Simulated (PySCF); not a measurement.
Molecule: SMILES C[Se][Se], doublet. Atoms near the plane z = 0.0 Å, at the PBE0/def2-SVP optimised geometry (x, y, z in Å): C1 (1.0, -0.6, 0.0), Se2 (-0.9, -0.6, 0.0), Se3 (-1.4, 1.6, 0.0), H4 (1.4, 0.0, 0.9), H5 (1.4, -1.6, 0.0), H6 (1.4, -0.1, -0.9).

Computed with PySCF 2.14.0 with unrestricted PBE0/def2-TZVP. Cells within 0.4 Å of a nucleus heavier than hydrogen are left out (blank, or x). The values are rescaled to run from 0 to 1.

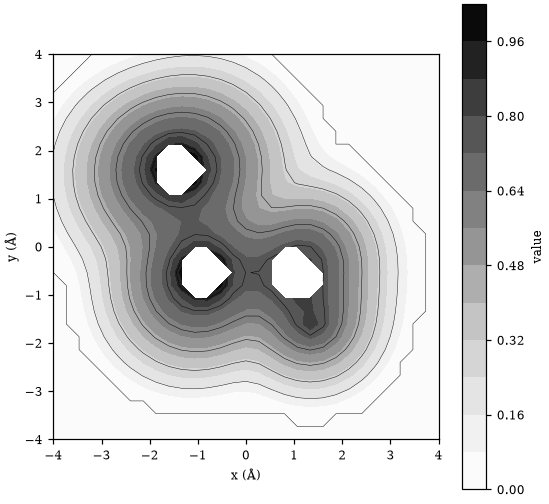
*a field on the plane z = 0.0 Å.*

Problem. Which quantity is mapped?
(A) spin density
(B) deformation density (molecule minus spherical neutral atoms)
(C) log10 of the electron density
(D) an orbital amplitude

Solution. C, log10 of the electron density. In full: log10 of the electron density (e/bohr³), floored at −4.
